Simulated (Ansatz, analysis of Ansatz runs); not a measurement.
# Al-H pair in Si: local vibrational mode against experiment

How near does this set-up come to the measured local vibrational mode? Subject: Al-H pair in Si. Set-up: r2SCAN, 64-site cell, r2SCAN lattice, 500 eV, k: the single point 1/4 1/4 1/4. The model is a cell of 64 host atoms with Al put on another atom's site and H put in between. The frequencies come from force constants among the defect atom and its neighbours, with the masses of the isotopes named. A meta-GGA costs about twice a GGA and mends lattice constants and part of the gap.

**The experiment.** Si-H stretch, 1H: 2201 cm⁻¹, by IR absorption (quoted in “Local vibrational modes of impurities in silicon”, 2008, M.D. McCluskey, quoting earlier work (1987)). The calculation is set beside it at the end.

Method: plane-wave PAW DFT, r2SCAN; relaxation of all atoms of a defect supercell, in Ansatz 0.2.0.

## Step 1: The starting structure

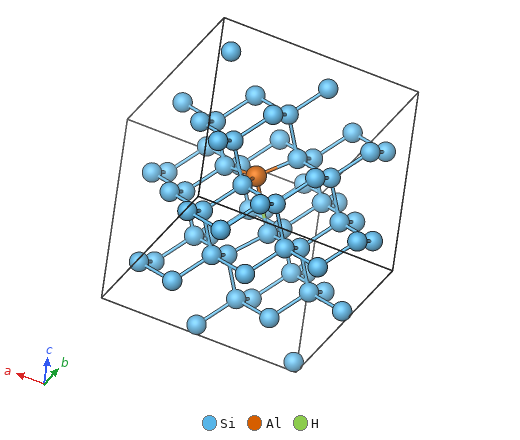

The cell as given, from a free direction (silicon blue, aluminium orange, hydrogen green). Bonds to atoms that aren't drawn are left out. H lies hidden behind other atoms in this view.

The cell holds 65 atoms: 63 Si, 1 Al and 1 H. Cell: a = 10.888 Å, b = 10.888 Å, c = 10.888 Å, α = 90.0°, β = 90.0°, γ = 90.0°. It derives from Si (space group Fd-3m). Nearest the centre at fractional (0.346, 0.346, 0.346): H65 at 0.55 Å, Al8 at 1.00 Å, Si4 at 2.06 Å, Si27 at 2.59 Å, Si49 at 2.59 Å, Si42 at 2.59 Å, Si7 at 3.41 Å, Si6 at 3.41 Å.

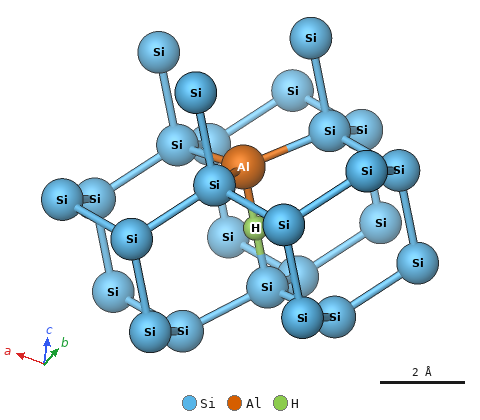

The atoms within 5 Å of the centre.

The host's primitive cell comes from a first run (plane-wave PAW DFT, r2SCAN; relaxation of the host's cell and atoms): vectors of 3.850, 3.850 and 3.850 Å. That is 20.17 Å³ an atom, 0.7 % over the diffraction cell's volume. The supercell is built on it.

## Step 2: Relaxation, charge 0

Every later number rests on the structure around the defect, so the atoms are relaxed at the host's lattice first.

Input file relax/input.yaml:

```yaml
relax:
  f_tol: 0.01
  max_steps: 80
  random_displacement: { amplitude: 0.02, seed: 963 }
crystal:
  lattice:
    - [10.88847935, 0.0, 0.0]
    - [0.0, 10.88847935, 0.0]
    - [0.0, 0.0, 10.88847935]
  atoms:
    - { symbol: Si, position: [0.0, 0.0, 0.25] }
    - { symbol: Si, position: [0.0, 0.25, 0.0] }
    - { symbol: Si, position: [0.25, 0.0, 0.0] }
    - { symbol: Si, position: [0.236747461, 0.236747461, 0.236747461] }
    - { symbol: Si, position: [0.125, 0.125, 0.375] }
    - { symbol: Si, position: [0.125, 0.375, 0.125] }
    - { symbol: Si, position: [0.375, 0.125, 0.125] }
    - { symbol: Al, position: [0.398860081, 0.398860081, 0.398860081] }
    - { symbol: Si, position: [0.0, 0.0, 0.75] }
    - { symbol: Si, position: [0.0, 0.25, 0.5] }
    - { symbol: Si, position: [0.25, 0.0, 0.5] }
    - { symbol: Si, position: [0.25, 0.25, 0.75] }
    - { symbol: Si, position: [0.125, 0.125, 0.875] }
    - { symbol: Si, position: [0.125, 0.375, 0.625] }
    - { symbol: Si, position: [0.375, 0.125, 0.625] }
    - { symbol: Si, position: [0.375, 0.375, 0.875] }
    - { symbol: Si, position: [0.0, 0.5, 0.25] }
    - { symbol: Si, position: [0.0, 0.75, 0.0] }
    - { symbol: Si, position: [0.25, 0.5, 0.0] }
    - { symbol: Si, position: [0.25, 0.75, 0.25] }
    - { symbol: Si, position: [0.125, 0.625, 0.375] }
    - { symbol: Si, position: [0.125, 0.875, 0.125] }
    - { symbol: Si, position: [0.375, 0.625, 0.125] }
    - { symbol: Si, position: [0.375, 0.875, 0.375] }
    - { symbol: Si, position: [0.0, 0.5, 0.75] }
    - { symbol: Si, position: [0.0, 0.75, 0.5] }
    - { symbol: Si, position: [0.25, 0.5, 0.5] }
    - { symbol: Si, position: [0.25, 0.75, 0.75] }
    - { symbol: Si, position: [0.125, 0.625, 0.875] }
    - { symbol: Si, position: [0.125, 0.875, 0.625] }
    - { symbol: Si, position: [0.375, 0.625, 0.625] }
    - { symbol: Si, position: [0.375, 0.875, 0.875] }
    - { symbol: Si, position: [0.5, 0.0, 0.25] }
    - { symbol: Si, position: [0.5, 0.25, 0.0] }
    - { symbol: Si, position: [0.75, 0.0, 0.0] }
    - { symbol: Si, position: [0.75, 0.25, 0.25] }
    - { symbol: Si, position: [0.625, 0.125, 0.375] }
    - { symbol: Si, position: [0.625, 0.375, 0.125] }
    - { symbol: Si, position: [0.875, 0.125, 0.125] }
    - { symbol: Si, position: [0.875, 0.375, 0.375] }
    - { symbol: Si, position: [0.5, 0.0, 0.75] }
    - { symbol: Si, position: [0.5, 0.25, 0.5] }
    - { symbol: Si, position: [0.75, 0.0, 0.5] }
    - { symbol: Si, position: [0.75, 0.25, 0.75] }
    - { symbol: Si, position: [0.625, 0.125, 0.875] }
    - { symbol: Si, position: [0.625, 0.375, 0.625] }
    - { symbol: Si, position: [0.875, 0.125, 0.625] }
    - { symbol: Si, position: [0.875, 0.375, 0.875] }
    - { symbol: Si, position: [0.5, 0.5, 0.25] }
    - { symbol: Si, position: [0.5, 0.75, 0.0] }
    - { symbol: Si, position: [0.75, 0.5, 0.0] }
    - { symbol: Si, position: [0.75, 0.75, 0.25] }
    - { symbol: Si, position: [0.625, 0.625, 0.375] }
    - { symbol: Si, position: [0.625, 0.875, 0.125] }
    - { symbol: Si, position: [0.875, 0.625, 0.125] }
    - { symbol: Si, position: [0.875, 0.875, 0.375] }
    - { symbol: Si, position: [0.5, 0.5, 0.75] }
    - { symbol: Si, position: [0.5, 0.75, 0.5] }
    - { symbol: Si, position: [0.75, 0.5, 0.5] }
    - { symbol: Si, position: [0.75, 0.75, 0.75] }
    - { symbol: Si, position: [0.625, 0.625, 0.875] }
    - { symbol: Si, position: [0.625, 0.875, 0.625] }
    - { symbol: Si, position: [0.875, 0.625, 0.625] }
    - { symbol: Si, position: [0.875, 0.875, 0.875] }
    - { symbol: H, position: [0.316442, 0.316442, 0.316442] }
basis:
  ecutwfc: 500
  xc_grid: 2
hamiltonian:
  xc: r2scan
kpoints:
  mp_grid: { grid: [1, 1, 1], shift: [0.25, 0.25, 0.25] }
scf:
  occupations: { method: fermi_dirac, width: 0.01 }
  max_iter: 120
output:
  forces: true
checkpoint:
  write: "../relax.run"
  compress: false
  write_wavefunctions: true
  write_every: 100000
```

On the command line:

```console
ansatz run input.yaml --threads 2 --pin off --max-ram 4710MiB --backend cpu --events-out ev --progress --plain --runs-dir out
```

Numbers of over 12 decimals in the logs are rounded to 6 here.

The log of the run:

```text
[... repeated set-up lines and file paths are left out, and long positions are rounded to six places ...]
Engine: ansatz 0.2.0, aarch64-unknown-linux-gnu
Pseudopotentials: kind: paw
Pseudopotential: Si, paw, valence charge 4, recommended cutoff 500 eV (meta_gga), Si.paw.azcp
Pseudopotential: Al, paw, valence charge 3, recommended cutoff 500 eV (meta_gga), Al.paw.azcp
Pseudopotential: H, paw, valence charge 1, recommended cutoff 500 eV (meta_gga), H.paw.azcp
Functional definition: r2SCAN
  parameter k0 = 0.174
  parameter k1 = 0.065
  parameter a1 = 4.9479
  exchange = r2scan_x(k0 = k0, k1 = k1, a1 = a1)
  correlation = r2scan_c
Crystal: 65 atoms, lattice volume = 1290.927 Å³
Basis set: ecut = 500 eV, 32795 PW (Γ), exchange–correlation on 160×160×160 points (8 copies of the dense FFT grid, shifted against one another)
Bands: 193, of which v1, the nominal top of the filled ones, is band 128 counted from 1 (127 counted from 0)
Symmetry: 1 space group operations
k-points: 1
Non-local potential: Si, projectors of the file, l = 0: 2, l = 1: 2, l = 2: 2
Non-local potential: Al, projectors of the file, l = 0: 2, l = 1: 2, l = 2: 1
Non-local potential: H, projectors of the file, l = 0: 2, l = 1: 1
PAW form: soft (Blöchl's): semilocal exchange-correlation on the pseudo side does not see the compensation charge
PAW frozen core: Si, regenerated for the run's functional (the file was generated under x = pbe(κ = 0.804, μ = 0.219515), c = pbe(β = 0.066725))
PAW frozen core: Al, regenerated for the run's functional (the file was generated under x = pbe(κ = 0.804, μ = 0.219515), c = pbe(β = 0.066725))
PAW one-centre angular grid: Si, 302 points (default); XC on 160 Gauss nodes
PAW one-centre angular grid: Al, 302 points (default); XC on 160 Gauss nodes
PAW one-centre angular grid: H, 302 points (default); XC on 160 Gauss nodes
Initial density: superposition of atomic densities (neutral atoms: chi_scale 0, normalization atom), corrected by the library's trained network
Initial wavefunctions: pseudopotential atomic-orbital guess
Functional: x = r2scan, c = r2scan; τ floored in thin density (d = 2e-4 eV/Å³)
SCF iter   1: F=—  HF=-40814.843480 eV  |F-HF|=—  |Δ(HF+E_count)|=         —  Δρ=4.01e-3  dr2=1.94e-1  dr2_τ=4.09e-1  ethr=1.77e-3  ⟨swp⟩=6.0  Hψ=892  notcnv=0  defer=44
preconditioner: auto → Resta (q_TF=auto, 2.083 Å⁻¹)  ε∞=4.9  [insulator: Δε(μ)=1.281 eV  Ē_g=8.367 eV  σ=0.010 eV  W_gap=1.00  n_scr=202 (ndim 8)  ℏωp=16.5 eV  f_vac=0.000  D(μ)=0.00/eV (n_scr^D=0)  ε∞_Penn≈4.9]
SCF iter   2: F=—  HF=-40815.338906 eV  |F-HF|=—  |Δ(HF+E_count)|=   4.95e-1  Δρ=2.64e-3  dr2=7.20e-2  dr2_τ=3.00e-4  ethr=7.56e-5  ⟨swp⟩=2.0  Hψ=345  notcnv=0  defer=59
SCF iter   3: F=—  HF=-40815.334955 eV  |F-HF|=—  |Δ(HF+E_count)|=   3.95e-3  Δρ=2.27e-4  dr2=1.20e-3  dr2_τ=7.16e-5  ethr=2.81e-5  ⟨swp⟩=3.0  Hψ=268  notcnv=0  defer=59
SCF iter   4: F=—  HF=-40815.335454 eV  |F-HF|=—  |Δ(HF+E_count)|=   4.99e-4  Δρ=1.10e-4  dr2=1.36e-4  dr2_τ=1.94e-6  ethr=4.69e-7  ⟨swp⟩=2.0  Hψ=230  notcnv=0  defer=59
SCF iter   5: F=—  HF=-40815.335575 eV  |F-HF|=—  |Δ(HF+E_count)|=   1.21e-4  Δρ=2.59e-5  dr2=1.71e-5  dr2_τ=1.83e-7  ethr=5.31e-8  ⟨swp⟩=2.0  Hψ=262  notcnv=0  defer=59
SCF iter   6: F=-40815.335581 eV  HF=-40815.335581 eV  |F-HF|=1.61e-7  |Δ(HF+E_count)|=   6.57e-6  Δρ=5.63e-6  dr2=6.55e-7  dr2_τ=6.07e-9  ethr=9.77e-10  ⟨swp⟩=4.0  Hψ=561  notcnv=0
SCF 1 converged in 6 iterations: F = -40815.335581 eV  dr2 = 6.55e-7
  greatest PAW one-centre occupation: 0.656 electrons in one spin orbital (limit 2), on the Si atom at site 3 (counted from 0), in its partial waves of l = 0
relax step   1: F+E_penalty+E_count = -40815.33558141 eV  Δ(F+E_penalty+E_count) = +0.000e0 eV  max|allowed force component| = 1.856e0 eV/Å  Δτ_max = 0.0000 Å  (6 SCF iters, dr2 threshold 2.50e-6 eV, accepted)
[... the SCF cycles and remarks between the steps are left out from here to the last step ...]
relax step   2: F+E_penalty+E_count = -40816.11648465 eV  Δ(F+E_penalty+E_count) = -7.809e-1 eV  max|allowed force component| = 4.083e-1 eV/Å  Δτ_max = 0.1236 Å  (5 SCF iters, dr2 threshold 1.00e-4 eV, accepted)
relax step   3: F+E_penalty+E_count = -40816.16665403 eV  Δ(F+E_penalty+E_count) = -5.017e-2 eV  max|allowed force component| = 1.007e-1 eV/Å  Δτ_max = 0.0275 Å  (4 SCF iters, dr2 threshold 1.04e-5 eV, accepted)
relax step   4: F+E_penalty+E_count = -40816.16925541 eV  Δ(F+E_penalty+E_count) = -2.601e-3 eV  max|allowed force component| = 2.958e-2 eV/Å  Δτ_max = 0.0158 Å  (4 SCF iters, dr2 threshold 6.34e-7 eV, accepted)
relax step   5: F+E_penalty+E_count = -40816.16963179 eV  Δ(F+E_penalty+E_count) = -3.764e-4 eV  max|allowed force component| = 8.950e-3 eV/Å  Δτ_max = 0.0104 Å  (4 SCF iters, accepted)
relax step   6: F+E_penalty+E_count = -40816.16967579 eV  Δ(F+E_penalty+E_count) = -4.400e-5 eV  max|allowed force component| = 9.891e-3 eV/Å  Δτ_max = 0.0031 Å  (3 SCF iters, accepted)
relax step   7: F+E_penalty+E_count = -40816.16978211 eV  Δ(F+E_penalty+E_count) = -1.063e-4 eV  max|allowed force component| = 1.585e-2 eV/Å  Δτ_max = 0.0112 Å  (4 SCF iters, accepted)
relax step   8: F+E_penalty+E_count = -40816.16995462 eV  Δ(F+E_penalty+E_count) = -1.725e-4 eV  max|allowed force component| = 2.121e-2 eV/Å  Δτ_max = 0.0122 Å  (4 SCF iters, dr2 threshold 2.51e-7 eV, accepted)
relax step   9: F+E_penalty+E_count = -40816.17026107 eV  Δ(F+E_penalty+E_count) = -3.064e-4 eV  max|allowed force component| = 2.783e-2 eV/Å  Δτ_max = 0.0162 Å  (4 SCF iters, dr2 threshold 4.50e-7 eV, accepted)
relax step  10: F+E_penalty+E_count = -40816.17109745 eV  Δ(F+E_penalty+E_count) = -8.364e-4 eV  max|allowed force component| = 3.804e-2 eV/Å  Δτ_max = 0.0310 Å  (4 SCF iters, dr2 threshold 7.74e-7 eV, accepted)
relax step  11: F+E_penalty+E_count = -40816.17225695 eV  Δ(F+E_penalty+E_count) = -1.160e-3 eV  max|allowed force component| = 5.053e-2 eV/Å  Δτ_max = 0.0323 Å  (4 SCF iters, dr2 threshold 1.45e-6 eV, accepted)
relax step  12: F+E_penalty+E_count = -40816.17413685 eV  Δ(F+E_penalty+E_count) = -1.880e-3 eV  max|allowed force component| = 6.201e-2 eV/Å  Δτ_max = 0.0400 Å  (4 SCF iters, dr2 threshold 2.55e-6 eV, accepted)
relax step  13: F+E_penalty+E_count = -40816.17702241 eV  Δ(F+E_penalty+E_count) = -2.886e-3 eV  max|allowed force component| = 7.122e-2 eV/Å  Δτ_max = 0.0490 Å  (4 SCF iters, dr2 threshold 3.84e-6 eV, accepted)
relax step  14: F+E_penalty+E_count = -40816.18103969 eV  Δ(F+E_penalty+E_count) = -4.017e-3 eV  max|allowed force component| = 7.518e-2 eV/Å  Δτ_max = 0.0571 Å  (4 SCF iters, dr2 threshold 5.07e-6 eV, accepted)
relax step  15: F+E_penalty+E_count = -40816.18593986 eV  Δ(F+E_penalty+E_count) = -4.900e-3 eV  max|allowed force component| = 7.151e-2 eV/Å  Δτ_max = 0.0616 Å  (4 SCF iters, dr2 threshold 5.65e-6 eV, accepted)
relax step  16: F+E_penalty+E_count = -40816.19105945 eV  Δ(F+E_penalty+E_count) = -5.120e-3 eV  max|allowed force component| = 6.102e-2 eV/Å  Δτ_max = 0.0611 Å  (4 SCF iters, dr2 threshold 4.63e-6 eV, accepted)
relax step  17: F+E_penalty+E_count = -40816.20189389 eV  Δ(F+E_penalty+E_count) = -1.083e-2 eV  max|allowed force component| = 1.104e-1 eV/Å  Δτ_max = 0.1985 Å  (5 SCF iters, dr2 threshold 2.71e-6 eV, accepted)
relax step  18: F+E_penalty+E_count = -40816.20415175 eV  Δ(F+E_penalty+E_count) = -2.258e-3 eV  max|allowed force component| = 3.270e-2 eV/Å  Δτ_max = 0.0787 Å  (4 SCF iters, dr2 threshold 8.88e-6 eV, accepted)
relax step  19: F+E_penalty+E_count = -40816.20525309 eV  Δ(F+E_penalty+E_count) = -1.101e-3 eV  max|allowed force component| = 3.059e-2 eV/Å  Δτ_max = 0.0372 Å  (5 SCF iters, accepted)
relax step  20: F+E_penalty+E_count = -40816.20568566 eV  Δ(F+E_penalty+E_count) = -4.326e-4 eV  max|allowed force component| = 1.073e-2 eV/Å  Δτ_max = 0.0322 Å  (5 SCF iters, accepted)
SCF iter   1: F=—  HF=-40816.205770 eV  |F-HF|=—  |Δ(HF+E_count)|=         —  Δρ=1.34e-4  dr2=1.40e-4  dr2_τ=1.07e-5  ethr=5.53e-7  ⟨swp⟩=4.0  Hψ=448  notcnv=0  defer=59
SCF iter   2: F=—  HF=-40816.205795 eV  |F-HF|=—  |Δ(HF+E_count)|=   2.55e-5  Δρ=7.69e-5  dr2=4.55e-5  dr2_τ=5.60e-7  ethr=5.45e-8  ⟨swp⟩=2.0  Hψ=246  notcnv=0  defer=59
SCF iter   3: F=—  HF=-40816.205759 eV  |F-HF|=—  |Δ(HF+E_count)|=   3.60e-5  Δρ=4.69e-6  dr2=3.24e-7  dr2_τ=7.89e-9  ethr=1.78e-8  ⟨swp⟩=2.0  Hψ=217  notcnv=0  defer=59
SCF iter   4: F=-40816.205760 eV  HF=-40816.205760 eV  |F-HF|=2.75e-8  |Δ(HF+E_count)|=   3.21e-7  Δρ=1.90e-6  dr2=4.65e-8  dr2_τ=7.88e-10  ethr=3.91e-11  ⟨swp⟩=5.0  Hψ=610  notcnv=0
SCF 21 converged in 4 iterations: F = -40816.205760 eV  dr2 = 4.65e-8
relax step  21: F+E_penalty+E_count = -40816.20575968 eV  Δ(F+E_penalty+E_count) = -7.402e-5 eV  max|allowed force component| = 5.319e-3 eV/Å  Δτ_max = 0.0087 Å  (4 SCF iters, accepted)
NSCF: frozen V_eff on 1 k-points
the band table was solved once a step of the walk had ended and its energy, with any forces and stress, was formed, with the checks that follow a solve (998 applications of the Hamiltonian). They found nothing against the state; [...]
iter 1 solved again at ethr=1.82e-11 eV; its pass at ethr=3.10e-3 eV (dr2=4.65e-8 eV) is discarded
SCF iter   1: F=—  HF=-40816.205760 eV  |F-HF|=—  |Δ(HF+E_count)|=         —  Δρ=1.90e-6  dr2=4.65e-8  dr2_τ=7.88e-10  ethr=1.82e-11  ⟨swp⟩=1.0  Hψ=536  notcnv=0
SCF iter   2: F=-40816.205760 eV  HF=-40816.205760 eV  |F-HF|=1.44e-8  |Δ(HF+E_count)|=   2.37e-8  Δρ=1.18e-6  dr2=1.64e-8  dr2_τ=2.48e-10  ethr=1.82e-11  ⟨swp⟩=3.0  Hψ=442  notcnv=0
SCF 22 converged in 2 iterations: F = -40816.205760 eV  dr2 = 1.64e-8
NSCF: frozen V_eff on 1 k-points
the band table was solved once a step of the walk had ended and its energy, with any forces and stress, was formed, with the checks that follow a solve (683 applications of the Hamiltonian). They found nothing against the state; [...]
SCF converged after 2 iterations
Free energy (F): -40816.205760 eV
Harris-Foulkes:  -40816.205760 eV  (|F-HF|=1.44e-8)
Internal energy: -40816.205760 eV  (E = F + TS)
E sigma→0 (E₀):  -40816.205760 eV
Fermi energy:    6.489328 eV
--- Per-component energies (eV) ---
  E_band       = 204.556278
  E_kinetic    = 2590.154190
  E_local      = -1731.397103  (includes V_loc(G=0)·N_el)
  E_nonlocal   = 1590.100354
  E_hartree    = 487.399828
  E_xc         = -3293.548186
  E_vxc        = -3181.325158  (∫ρ·V_xc dr)
  E_paw        = -33203.805364  (= ΣΔE_a)
  E_vpaw       = -162.279280  (= ΣTr[D̂ρ^β])
  E_aug_tail   = -0.000201  (compensation charges beyond the density's cutoff)
  E_vtau       = 124.503848  (kinetic-family band-sum trace: ∫τ·v_τ [+ j·A + Jᵃ·Aᵃ] dr)
  E_ewald      = -7250.233892
  E_core_change = -4.875386  (= ΣΔE_core)
  E_smearing   = -0.000000  (= −TS)
  E_closure    = -0.000000  (closes the sum)
  Σ components = -40816.205760   (vs F -40816.205760, Δ=0.00e0)
--- Forces (eV/Å), atoms counted from 1 ---
  atom   1  Si    -0.00314827    -0.00279882    -0.00260301
  atom   2  Si    -0.00174351    -0.00096047     0.00045022
  [... 1 atom left out ...]
  atom   4  Si     0.00239637     0.00401743     0.00147659
  atom   5  Si     0.00346778     0.00329011     0.00395096
  atom   6  Si     0.00080382     0.00118748     0.00009352
  atom   7  Si     0.00021099    -0.00047759    -0.00087669
  atom   8  Al     0.00267350     0.00071967     0.00121205
  [... 14 atoms left out ...]
  atom  23  Si     0.00077336     0.00056779     0.00038827
  [... 3 atoms left out ...]
  atom  27  Si    -0.00275644     0.00005267     0.00042741
  [... 14 atoms left out ...]
  atom  42  Si    -0.00082144    -0.00121568     0.00030757
  [... 6 atoms left out ...]
  atom  49  Si    -0.00107188    -0.00158314    -0.00071802
  [... 15 atoms left out ...]
  atom  65  H     -0.00396731    -0.00533752    -0.00334662
  max |Σ_I F_I| component: 9.68e-3 eV/Å
--- Band table (eV) ---
  k-point 0: bands = ["-6.2190", "-5.6649", "-5.6595", "-5.6449", [... 185 left out ...] "10.4805", "10.5059", "10.6067", "10.6639"]
--- Relaxed structure (21 steps of the walk, 21 accepted, 0 SCFs on fresh bases) ---
  F+E_penalty+E_count = -40816.20575968 eV   max|allowed force component| = 5.319e-3 eV/Å
  atoms:
    - { symbol: Si, position: [0.002317, 0.002298, 0.250907] }
    - { symbol: Si, position: [-0.003609, 0.248853, -0.002967] }
    [... 1 atom left out ...]
    - { symbol: Si, position: [0.235988, 0.235969, 0.233297] }
    - { symbol: Si, position: [0.125843, 0.125849, 0.380658] }
    - { symbol: Si, position: [0.118845, 0.375236, 0.119692] }
    - { symbol: Si, position: [0.375340, 0.118899, 0.119762] }
    - { symbol: Al, position: [0.392084, 0.392039, 0.397511] }
    [... 14 atoms left out ...]
    - { symbol: Si, position: [0.376066, 0.625672, 0.126021] }
    [... 3 atoms left out ...]
    - { symbol: Si, position: [0.240899, 0.505258, 0.506208] }
    [... 14 atoms left out ...]
    - { symbol: Si, position: [0.505275, 0.240799, 0.506159] }
    [... 6 atoms left out ...]
    - { symbol: Si, position: [0.507485, 0.507465, 0.248483] }
    [... 15 atoms left out ...]
    - { symbol: H, position: [0.332433, 0.333052, 0.266167] }
```

It took 8.3 min on 2 threads of Arm Neoverse V2, shared host; peak memory 2.1 GiB.

(Part 1 of 2 ends here.)

[Logs are printed without paths, hosts, clocks, repeated set-up lines and the standing remarks that a program may print on its own settings, such as how far it seeks lower states.]

[Hosts, paths, dates, database ids (printed as entryN), source tags and the programs' standing remarks are cut or masked in the printed files.]

[For some hosts the program warned that the k-mesh of the response run may be too coarse for force constants and the static dielectric constant; such warnings are not shown here.]
